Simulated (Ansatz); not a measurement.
## A ladder of methods for [InH4]− (SMILES [H][In-]([H])([H])[H])

[InH4]−: 5 atoms, total charge -1, spin state singlet. SMILES: `[H][In-]([H])([H])[H]`. Geometry: a GFN2-xTB relaxation, a rough one for these elements and not checked as a minimum.

```xyz
5

In    0.0000    0.0000    0.0000
H     0.5606   -0.0313    1.2846
H     1.4005   -0.0174    0.0626
H    -0.9720    0.7656   -0.6592
H    -0.9891   -0.7169   -0.6880
```

Quantity: the vertical energy of the triplet above the singlet, in eV. The values are calculated.

```tsv
level	kind	program	value (eV)	less FCI/STO-3G
HF/STO-3G	Hartree–Fock	Ansatz	8.78	+0.18
SVWN5/STO-3G	LDA	Ansatz	8.93	+0.33
BLYP/STO-3G	GGA	Ansatz	8.57	-0.03
PBE0/STO-3G	global hybrid	Ansatz	8.74	+0.14
CAM-B3LYP/STO-3G	range-separated hybrid	Ansatz	8.84	+0.24
RPA@PBE/STO-3G	RPA	Ansatz	8.86	+0.26
CCSDT(Q)/STO-3G	coupled cluster or CI	Ansatz	8.60	0.00
FCI/STO-3G	exact in the basis	Ansatz	8.60	0.00
```

FCI/STO-3G is exact within its basis and frozen core, so for wave-function methods in that basis the difference is their error; functionals converge differently with the basis, so for them it is only a difference. All-electron rows without a relativistic Hamiltonian named are non-relativistic. Spin-orbit coupling, which can split open shells on such heavy atoms by tenths of an eV, is left out. Sets without diffuse functions describe the anion poorly. The values span 8.57 to 8.93 eV. All rows use very small basis sets, so none should be taken for the real molecule's value. In the correlated wave-function rows the outer d shell of In is correlated, in sets not made for it.

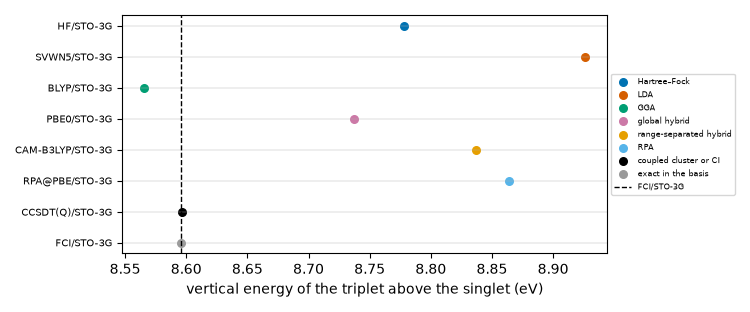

The values of the table, level by level.
